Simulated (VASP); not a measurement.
# ScAl3 with PBEsol + D3(BJ): from relaxation to properties, part 2 of 4

How well does PBEsol + D3(BJ) reproduce what experiment finds for ScAl3? The cell is relaxed first, and properties follow on it. The start is a computed cell from the Materials Project.

VASP 6.6.1; PBEsol with D3(BJ); plane waves and PAW (Sc_sv, Al).

Still holding for the runs below: The k-mesh is coarse for a metal.

So far. Step 2 (Full relaxation (PBEsol + D3(BJ))): It ends with forces that vanish by symmetry and a pressure of 0.00 GPa. Step 3 (Second relaxation): It ends with forces that vanish by symmetry and a pressure of -0.02 GPa. The volume moved by under 0.01 %: the run met its threshold at the first step.

### Step 4. Single point with fields (PBEsol + D3(BJ))

The relaxed cell gets a fresh self-consistent run, on a basis set for its own volume, to fix the density and to check the remaining stress.

File INCAR:

```
SYSTEM = ScAl3
PREC = Accurate
ENCUT = 400
EDIFF = 1E-06
NELM = 100
ISMEAR = 1
SIGMA = 0.2
LREAL = .FALSE.
ALGO = Normal
GGA = PS
IVDW = 12
NBANDS = 16
LASPH = .TRUE.
LORBIT = 11
LWAVE = .FALSE.
LCHARG = .TRUE.
ISIF = 2
LELF = .TRUE.
LVHAR = .TRUE.
```

File POSCAR:

```
ScAl3
1.0
    4.0191528151      0.0000000000      0.0000000000
    0.0000000000      4.0191528151      0.0000000000
    0.0000000000      0.0000000000      4.0191528151
Sc Al
1 3
Direct
    0.0000000000      0.0000000000      0.0000000000
    0.5000000000      0.0000000000      0.5000000000
    0.0000000000      0.5000000000      0.5000000000
    0.5000000000      0.5000000000      0.0000000000
```

File KPOINTS:

```
Automatic mesh
0
Gamma
5 5 5
0 0 0
```

The projector-augmented-wave data sets are Sc_sv and Al (PBE family, release 64).

Launch:

```bash
$ mpirun -np 4 vasp_std
```

What it wrote:

```text
[banner, memory and clock lines left out]
running    4 mpi-ranks, on    1 nodes
 distrk:  each k-point on    4 cores,    1 groups
 distr:  one band on    1 cores,    4 groups

 POSCAR found type information on POSCAR ScAl
 POSCAR found :  2 types and       4 ions
 [... a notice as in an earlier step ...]

 LDA part: xc-table for (Slater+PW92), standard interpolation
 POSCAR, INCAR and KPOINTS ok, starting setup
 FFT: planning ... GRIDC
 FFT: planning ... GRID_SOFT
 FFT: planning ... GRID
 WAVECAR not read
 entering main loop
       N       E                     dE             d eps       ncg     rms          rms(c)
DAV:   1     0.880390500760E+02    0.88039E+02   -0.71612E+03   320   0.916E+02
DAV:   2    -0.179889249348E+02   -0.10603E+03   -0.10294E+03   320   0.291E+02
DAV:   3    -0.216817776564E+02   -0.36929E+01   -0.36267E+01   488   0.509E+01
DAV:   4    -0.217567737764E+02   -0.74996E-01   -0.74978E-01   400   0.763E+00
DAV:   5    -0.217595541472E+02   -0.27804E-02   -0.27803E-02   488   0.138E+00    0.101E+01
DAV:   6    -0.208237181107E+02    0.93584E+00   -0.42360E+00   512   0.224E+01    0.369E+00
DAV:   7    -0.207694766440E+02    0.54241E-01   -0.89643E-02   400   0.226E+00    0.202E+00
DAV:   8    -0.207450262967E+02    0.24450E-01   -0.31448E-02   496   0.135E+00    0.256E-01
DAV:   9    -0.207447176507E+02    0.30865E-03   -0.22857E-03   400   0.478E-01    0.134E-01
DAV:  10    -0.207446643373E+02    0.53313E-04   -0.16101E-04   552   0.123E-01    0.856E-02
DAV:  11    -0.207446602286E+02    0.41087E-05   -0.15002E-05   408   0.228E-02    0.409E-02
DAV:  12    -0.207446562356E+02    0.39930E-05   -0.27691E-05   544   0.578E-02    0.256E-03
DAV:  13    -0.207446561919E+02    0.43616E-07   -0.88812E-07   264   0.112E-02
   1 F= -.22289390E+02 E0= -.22287779E+02  d E =-.483318E-02
```

The job ended after 5.6 s (4 MPI ranks of Intel Xeon Platinum 8559C (Emerald Rapids), shared host; peak memory 0.48 GiB).

Parts of OUTCAR (step 4):

```text
The static configuration has the point symmetry O_h .

 Found     10 irreducible k-points:

   NELECT =      20.0000    total number of electrons

 E-fermi :   7.7976

 Edisp (eV)   -1.54473

  Total      -0.00748    -0.00748    -0.00748     0.00000     0.00000     0.00000
  in kB      -0.18465    -0.18465    -0.18465     0.00000     0.00000     0.00000
  external pressure =       -0.18 kB  Pullay stress =        0.00 kB

  FREE ENERGIE OF THE ION-ELECTRON SYSTEM (eV)
  ---------------------------------------------------
  free  energy   TOTEN  =       -22.2893896860 eV

  energy  without entropy=      -22.2845565082  energy(sigma->0) =      -22.28777863

[... 17 parts as in an earlier step ...]
```

This step gave:

| Item | Value |
| --- | --- |
| SCF cycles | 13 |

Valence electrons inside each PAW sphere by angular momentum. Sphere charges, by row:

```
atom  s (e)  p (e)  d (e)  tot (e)
 Sc1  2.194  6.159  1.364    9.717
 Al2  0.417    0.4      0    0.818
 Al3  0.417    0.4      0    0.818
 Al4  0.417    0.4      0    0.818
```

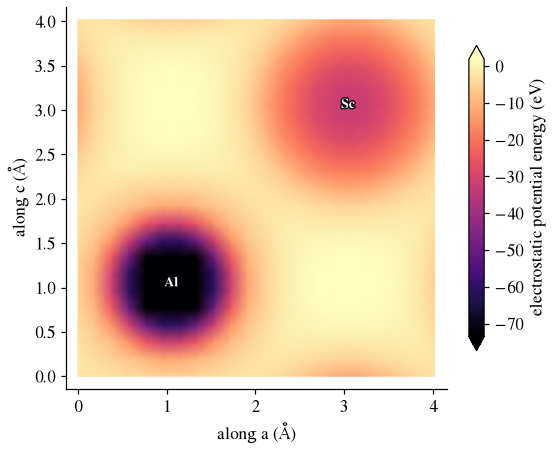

Electrostatic potential energy in the ac plane at fractional y = 0.000, with atoms of Sc and Al within 0.2 Å of it. With pseudopotentials it is smooth inside the atoms' cores, unlike the true potential. The map starts off the cell's origin, so that atoms lie inside it.

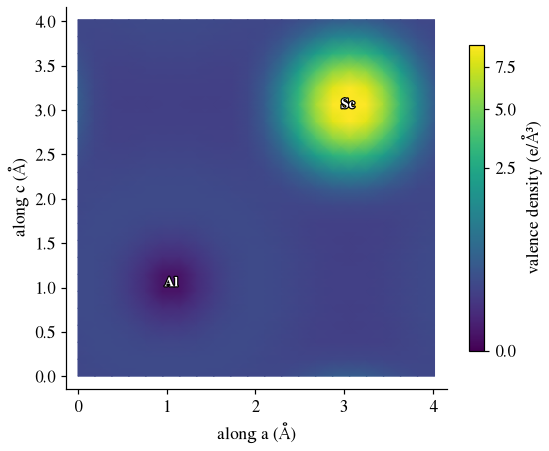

Valence density in the ac plane at fractional y = 0.000, with atoms of Sc and Al within 0.2 Å of it. It is the smooth field of the valence electrons, not physical close to the nuclei. The map starts off the cell's origin, so that atoms lie inside it. The colour scale is stretched toward low values.

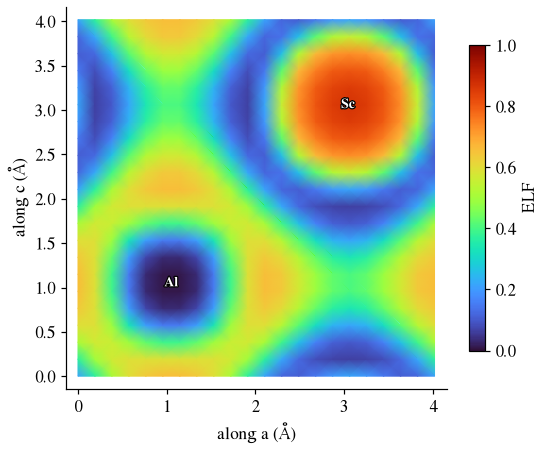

ELF in the ac plane at fractional y = 0.000, with atoms of Sc and Al within 0.2 Å of it. It is the smooth field of the valence electrons, not physical close to the nuclei. The map starts off the cell's origin, so that atoms lie inside it.

In this run the pressure is -0.02 GPa, small enough to go on.

### Step 5. Band structure (PBEsol + D3(BJ))

The mesh alone shows little of the dispersion and can miss band extrema, so KPOINTS_OPT adds a path through the symmetry points after the self-consistent cycle.

File INCAR:

```
SYSTEM = ScAl3
PREC = Accurate
ENCUT = 400
EDIFF = 1E-06
NELM = 100
ISMEAR = 1
SIGMA = 0.2
LREAL = .FALSE.
ALGO = Normal
GGA = PS
IVDW = 12
NBANDS = 24
LASPH = .TRUE.
LORBIT = 11
LWAVE = .FALSE.
LCHARG = .FALSE.
KPAR = 4
```

POSCAR is that of step 4.

KPOINTS is that of step 4.

File KPOINTS_OPT:

```
Line mode
16
Line-mode
Reciprocal
  0.00000000   0.00000000   0.00000000 GAMMA
  0.00000000   0.50000000   0.00000000 X

  0.00000000   0.50000000   0.00000000 X
  0.50000000   0.50000000   0.00000000 M

  0.50000000   0.50000000   0.00000000 M
  0.00000000   0.00000000   0.00000000 GAMMA

  0.00000000   0.00000000   0.00000000 GAMMA
  0.50000000   0.50000000   0.50000000 R

  0.50000000   0.50000000   0.50000000 R
  0.00000000   0.50000000   0.00000000 X

  0.50000000   0.50000000   0.00000000 M
  0.50000000   0.50000000   0.50000000 R
```

Launch:

```bash
$ mpirun -np 4 vasp_std
```

What it wrote:

```text
[... set-up lines as in an earlier step ...]
 entering main loop
       N       E                     dE             d eps       ncg     rms          rms(c)
DAV:   1     0.958719730664E+02    0.95872E+02   -0.69074E+03   488   0.630E+02
DAV:   2    -0.181513580216E+02   -0.11402E+03   -0.10925E+03   504   0.210E+02
DAV:   3    -0.216599897441E+02   -0.35086E+01   -0.34410E+01   672   0.385E+01
DAV:   4    -0.217534623083E+02   -0.93473E-01   -0.93409E-01   624   0.600E+00
DAV:   5    -0.217595485883E+02   -0.60863E-02   -0.60862E-02   712   0.152E+00    0.101E+01
DAV:   6    -0.208240642730E+02    0.93548E+00   -0.17736E+00   672   0.150E+01    0.357E+00
DAV:   7    -0.207693069317E+02    0.54757E-01   -0.71906E-02   576   0.145E+00    0.204E+00
DAV:   8    -0.207449292033E+02    0.24378E-01   -0.23142E-02   728   0.884E-01    0.271E-01
DAV:   9    -0.207447520469E+02    0.17716E-03   -0.27534E-03   672   0.357E-01    0.164E-01
DAV:  10    -0.207446659303E+02    0.86117E-04   -0.17503E-04   752   0.895E-02    0.778E-02
DAV:  11    -0.207446592150E+02    0.67154E-05   -0.22927E-05   680   0.209E-02    0.155E-02
DAV:  12    -0.207446563045E+02    0.29105E-05   -0.12965E-05   720   0.373E-02    0.319E-03
DAV:  13    -0.207446563569E+02   -0.52429E-07   -0.13170E-06   536   0.123E-02
   1 F= -.22289390E+02 E0= -.22287779E+02  d E =-.483281E-02
 Start KPOINTS_OPT (optional k-point list driver)
k-point batch [1-10\96]
       N       E                     dE             ncg
DAV:   1    -0.321950447964E+03   -0.15535E+04      488
DAV:   2    -0.147413711452E+04   -0.11522E+04      480
DAV:   3    -0.150626004870E+04   -0.32123E+02      640
DAV:   4    -0.150721312822E+04   -0.95308E+00      576
DAV:   5    -0.150725095736E+04   -0.37829E-01      720
DAV:   6    -0.150725188597E+04   -0.92861E-03      632
DAV:   7    -0.150725190006E+04   -0.14082E-04      696
DAV:   8    -0.150725190021E+04   -0.15564E-06      384
[...]
k-point batch [91-96\96]
       N       E                     dE             ncg
DAV:   1     0.224804474872E+04   -0.42670E+04      288
DAV:   2     0.163072605803E+04   -0.61732E+03      288
DAV:   3     0.161718312695E+04   -0.13543E+02      392
DAV:   4     0.161679602948E+04   -0.38710E+00      408
DAV:   5     0.161677063509E+04   -0.25394E-01      392
DAV:   6     0.161677027806E+04   -0.35703E-03      424
DAV:   7     0.161677026901E+04   -0.90468E-05      400
DAV:   8     0.161677026895E+04   -0.67793E-07      272
```

Elapsed: 19 s, on 4 MPI ranks; peak memory 0.66 GiB; 72 s of CPU time.

OUTCAR, selected parts (step 5):

```text
   k-points           NKPTS =     10   k-points in BZ     NKDIM =     10   number of bands    NBANDS=     24

   NELECT =      20.0000    total number of electrons

 E-fermi :   7.7977

 k-point     1 :       0.0000    0.0000    0.0000
  band No.  band energies     occupation
    ...
      6       4.9652      2.00000
      7       4.9652      2.00000
      8       5.8492      2.00000
      9       5.8492      2.00000
     10       5.8492      2.00000
     11       8.8976     -0.00000
     12       8.9708     -0.00000
     13       8.9708     -0.00000
     14       8.9708     -0.00000
     15      12.8660      0.00000
    ...

 Edisp (eV)   -1.54473

  Total      -0.01188    -0.01188    -0.01188     0.00000     0.00000     0.00000
  in kB      -0.29327    -0.29327    -0.29327     0.00000     0.00000     0.00000
  external pressure =       -0.29 kB  Pullay stress =        0.00 kB

  FREE ENERGIE OF THE ION-ELECTRON SYSTEM (eV)
  ---------------------------------------------------
  free  energy   TOTEN  =       -22.2893898509 eV

  energy  without entropy=      -22.2845570379  energy(sigma->0) =      -22.28777891

[... 9 parts as in an earlier step ...]

[... 8 further parts left out ...]
```

This step gave:

| Quantity | Value |
| --- | --- |
| bands | 24 |
| pressure | -0.02933 GPa |

The electronic bands at the labelled points (eV, zero at the Fermi level; # counts the bands kept, so #1 is VASP's band 5):

```
    point     #3     #4     #5     #6     #7    #8    #9   #10
        Γ  -2.83  -1.95  -1.95  -1.95   1.10  1.17  1.17  1.17
        X  -1.93  -1.93  -1.74   0.95   0.95  1.05  1.23  1.54
        M  -5.82  -4.63  -0.72  -0.72   1.11  1.29  2.02  2.47
        Γ  -2.83  -1.95  -1.95  -1.95   1.10  1.17  1.17  1.17
        R  -5.00  -4.76  -3.13  -3.13  -3.13  0.90  2.58  2.58
        X  -1.93  -1.93  -1.74   0.95   0.95  1.05  1.23  1.54
jump to M  -5.82  -4.63  -0.72  -0.72   1.11  1.29  2.02  2.47
        R  -5.00  -4.76  -3.13  -3.13  -3.13  0.90  2.58  2.58
```

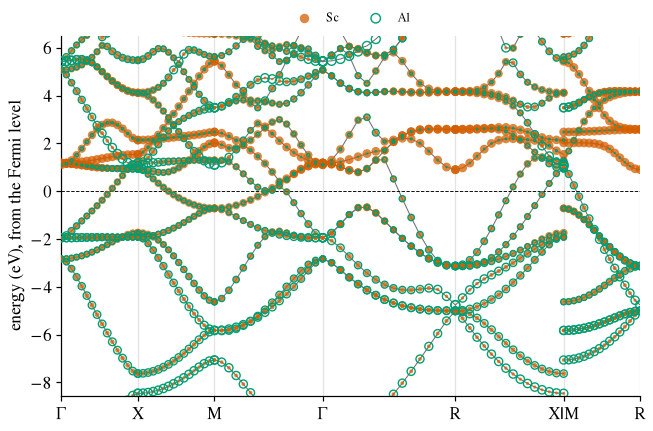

Electronic bands along the path; dots are coloured as in the legend, and their area grows with the weight.

There is no gap at this level.

Of the bands kept, 2 cross the Fermi level on this path.

### Step 6. Density of states (PBEsol + D3(BJ))

A density of states needs more k-points than a total energy; ISMEAR = -5 takes tetrahedra, and LORBIT projects the states on the PAW spheres. The mesh is finer than in the run before.

Edit INCAR of step 5 so:

```diff
@@ -5,3 +5,3 @@
 NELM = 100
-ISMEAR = 1
+ISMEAR = -5
 SIGMA = 0.2
@@ -17 +17,2 @@
 KPAR = 4
+NEDOS = 2001
```

POSCAR is that of step 5.

File KPOINTS:

```
Automatic mesh
0
Gamma
7 7 7
0 0 0
```

Launch:

```bash
$ mpirun -np 4 vasp_std
```

What it wrote:

```text
[... set-up lines as in an earlier step ...]
 entering main loop
       N       E                     dE             d eps       ncg     rms          rms(c)
DAV:   1     0.976691446421E+02    0.97669E+02   -0.68622E+03   968   0.621E+02
DAV:   2    -0.183042329726E+02   -0.11597E+03   -0.11171E+03   968   0.207E+02
DAV:   3    -0.216492139559E+02   -0.33450E+01   -0.32994E+01  1328   0.382E+01
DAV:   4    -0.217454205532E+02   -0.96207E-01   -0.96296E-01  1208   0.602E+00
DAV:   5    -0.217503050055E+02   -0.48845E-02   -0.48985E-02  1400   0.135E+00    0.101E+01
DAV:   6    -0.208168077178E+02    0.93350E+00   -0.17638E+00  1336   0.149E+01    0.361E+00
DAV:   7    -0.207590261034E+02    0.57782E-01   -0.82558E-02  1256   0.162E+00    0.210E+00
DAV:   8    -0.207346349529E+02    0.24391E-01   -0.28171E-02  1496   0.107E+00    0.292E-01
DAV:   9    -0.207342793061E+02    0.35565E-03   -0.38702E-03  1384   0.547E-01    0.189E-01
DAV:  10    -0.207339604354E+02    0.31887E-03   -0.40753E-04  1528   0.190E-01    0.744E-02
DAV:  11    -0.207340692969E+02   -0.10886E-03   -0.69663E-05  1496   0.568E-02    0.249E-02
DAV:  12    -0.207339920591E+02    0.77238E-04   -0.48567E-05  1360   0.706E-02    0.403E-03
DAV:  13    -0.207340044511E+02   -0.12392E-04   -0.26047E-06  1216   0.166E-02    0.342E-03
DAV:  14    -0.207339989443E+02    0.55068E-05   -0.45431E-07   744   0.730E-03    0.293E-04
DAV:  15    -0.207339987224E+02    0.22181E-06   -0.15456E-07   656   0.230E-03
   1 F= -.22278732E+02 E0= -.22278732E+02  d E =0.000000E+00
 -----------------------------------------------------------------------------
|                                                                             |
|           W    W    AA    RRRRR   N    N  II  N    N   GGGG   !!!           |
|           W    W   A  A   R    R  NN   N  II  NN   N  G    G  !!!           |
|           W    W  A    A  R    R  N N  N  II  N N  N  G       !!!           |
|           W WW W  AAAAAA  RRRRR   N  N N  II  N  N N  G  GGG   !            |
|           WW  WW  A    A  R   R   N   NN  II  N   NN  G    G                |
|           W    W  A    A  R    R  N    N  II  N    N   GGGG   !!!           |
|                                                                             |
|     Tetrahedron method does not include variations of the Fermi             |
|     occupations, so forces and stress will be inaccurate. We suggest        |
|     using a different smearing scheme ISMEAR = 1 or 2 for metals in         |
|     relaxations.                                                            |
|                                                                             |
 -----------------------------------------------------------------------------
```

The job ended after 8.8 s (4 MPI ranks; peak memory 0.64 GiB).

OUTCAR, selected parts (step 6):

```text
   k-points           NKPTS =     20   k-points in BZ     NKDIM =     20   number of bands    NBANDS=     24

   NELECT =      20.0000    total number of electrons

 E-fermi :   7.6061

 k-point     1 :       0.0000    0.0000    0.0000
  band No.  band energies     occupation
    ...
      6       4.9786      2.00000
      7       4.9786      2.00000
      8       5.8415      2.00000
      9       5.8415      2.00000
     10       5.8415      2.00000
     11       8.8757      0.00000
     12       8.9939      0.00000
     13       8.9939      0.00000
     14       8.9939      0.00000
     15      12.8811      0.00000
    ...

 Edisp (eV)   -1.54473

  Total       0.01631     0.01631     0.01631     0.00000    -0.00000     0.00000
  in kB       0.40261     0.40261     0.40261     0.00000    -0.00000     0.00000
  external pressure =        0.40 kB  Pullay stress =        0.00 kB

  FREE ENERGIE OF THE ION-ELECTRON SYSTEM (eV)
  ---------------------------------------------------
  free  energy   TOTEN  =       -22.2787322165 eV

  energy  without entropy=      -22.2787322165  energy(sigma->0) =      -22.27873222

[... 7 parts as in an earlier step ...]

[... 10 further parts left out ...]
```

With tetrahedra the forces and stress of a metal are not exact derivatives of the energy.

Numbers from this step:

```yaml
scf_cycles: 15
irreducible_k_points: 20
free_energy_toten: -22.28 eV
fermi_energy: 7.606 eV
pressure: 0.04026 GPa
dos_at_the_fermi_level: 1.393 states/eV/cell
```

The density of states has structure finer than the step of the table below, so its rows give means over 1 eV, whole bins alone (the curve runs from -12.0 to 5.34 eV). Peaks (eV: height): total -1.7: 3.84, 2.3: 4.99, 2.7: 4.62, 3.9: 5.18; Sc d 2.3: 2.58, 2.7: 2.61, 3.9: 1.72, 4.3: 1.88; Al p -2.6: 0.331, -1.7: 0.586, 3.9: 0.376, 4.9: 0.296; Al s -5.5: 0.314, 2.3: 0.268, 3.9: 0.409, 5.0: 0.241; Sc p -2.8: 0.0785, 2.9: 0.164, 3.9: 0.176, 5.0: 0.133.

States under -12.0 eV and over 5.3 eV are left out. The density of states by energy, zero at the Fermi level; means over each step; values in states/eV/cell:

```
energy (eV)  total     Sc d     Al p    Al s     Sc p     Sc s
        -11      0        0        0       0        0        0
        -10  0.146   4.9e-5  0.00133  0.0352   9.8e-4  0.00744
         -9  0.525  0.00154   0.0116   0.122  0.00836   0.0191
         -8  0.827  0.00906   0.0311   0.183   0.0178   0.0159
         -7  0.635   0.0149   0.0364   0.124   0.0112   0.0149
         -6   1.03   0.0268   0.0667   0.185   0.0263   0.0351
         -5   1.34   0.0666   0.0812   0.257   0.0394   0.0180
         -4   1.13   0.0887    0.108   0.147   0.0252   0.0212
         -3   1.73    0.172    0.231  0.0972   0.0492   0.0356
         -2   2.41    0.410    0.356  0.0509   0.0554   0.0167
         -1   1.46    0.370    0.185  0.0310   0.0179   0.0104
          0   1.26    0.363    0.134  0.0362   0.0132   0.0159
          1   2.12    0.658    0.183  0.0712   0.0390   0.0296
          2   3.00     1.36    0.134  0.0960   0.0485    0.120
          3   3.05     1.40    0.147   0.126   0.0930   0.0370
          4   2.95     1.18    0.182   0.247   0.0708  0.00554
```

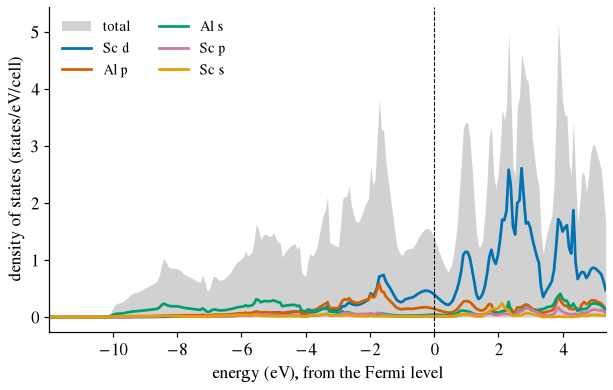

Density of states against energy.

The finer mesh and the other smearing move the Fermi level by -0.19 eV from the 5×5×5 run, one measure of the sampling error in the zero of the bands above. Of the states within 0.3 eV of the Fermi level, the largest shares in the PAW spheres are Sc d 29 % and Al p 11 %. The rest lies in smaller channels or between the spheres.

(Part 2 of 4 ends here.)

[Lines on the potential files, build, host, timing and source positions are cut from VASP's logs without a mark.]

[Logs are printed without paths, hosts, clocks, repeated set-up lines and the standing remarks that a program may print on its own settings, such as how far it seeks lower states.]

[Hosts, paths, dates, database ids (printed as entryN), source tags and the programs' standing remarks are cut or masked in the printed files.]

[A measured line is paired with the nearest computed mode of its activity, which favours agreement.]
